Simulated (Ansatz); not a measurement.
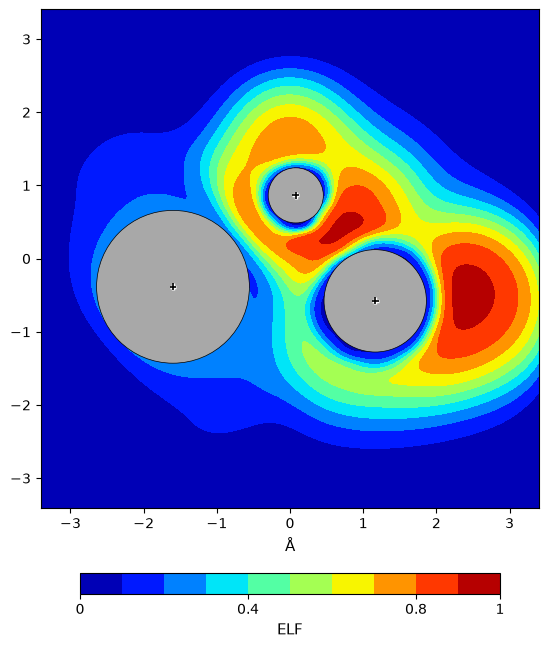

The ELF on a plane through atoms (crosses mark nuclei in the plane; grey discs cover the cores).

Level of theory: isolated molecule in a Gaussian basis; Kohn-Sham density functional theory, functional PBE0 (Ansatz).

Candidates:
A. C$_{2}$H$_{7}$AlO$_{2}$ (SMILES C[CH2][Al]([OH])[OH])
B. CH$_{3}$OSn (SMILES [CH3][Sn-]=[O]) (charge −1)
C. CHAgFSi (SMILES F[Si+]1[CH][Ag-]1) (doublet)

Q: Which candidate gave the map?

A: Candidate C: CHAgFSi on the plane of atoms Ag2, C1 and Si4, which holds C, Ag and Si. C–Si (1.80 Å): the ELF peaks at about 0.90 between the atoms, as expected for localised, covalent bonding. C–Ag (2.09 Å): the ELF peaks at about 0.75 in the valence shell of C, 0.7 Å from its nucleus, and is about 0.25 at the midpoint.
